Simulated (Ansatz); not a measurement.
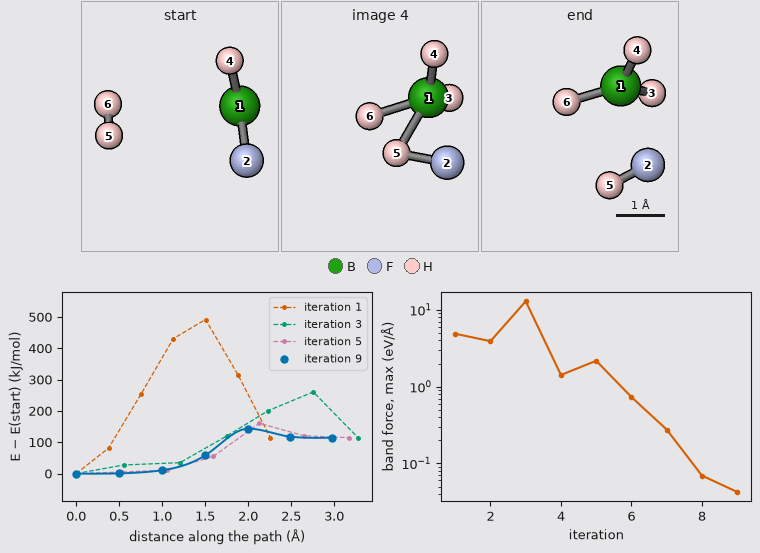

NEB run on BH$_{4}$F, made up of BH$_{2}$F and H2. Images are numbered from 0 (start) to 6 (end). The plot follows the band through its iterations. The picture is a ball-and-stick view, seen at a tilt.

Theory: RKS PBE0-D4/def2-SVP in Ansatz 0.2.0. Set-up: 5 movable images; climbing image.

> Judge this run.

The run is converged, with reservations. The band converged in 9 iterations. The largest component of the band force went from 4.9 to 0.043 eV/Å. The climbing image converged on the top of the path. Its curvatures weren't checked. The largest force component is 0.52 eV/Å at the start and 0.33 eV/Å at the end; an end with forces this large is no minimum, and the barrier measured from it can be far off. The first iteration put the highest image at 492.0 kJ/mol. The energy climbs by 143.6 kJ/mol to image 4 and then falls by 28.7 kJ/mol, so the end point sits at +114.9 kJ/mol.

Limits of the set-up: the start holds two separate molecules, 2.8 Å apart at their closest, whose relative position is a soft coordinate.

Cost: 27 s on 2 threads of Arm Neoverse V2, on a shared host.
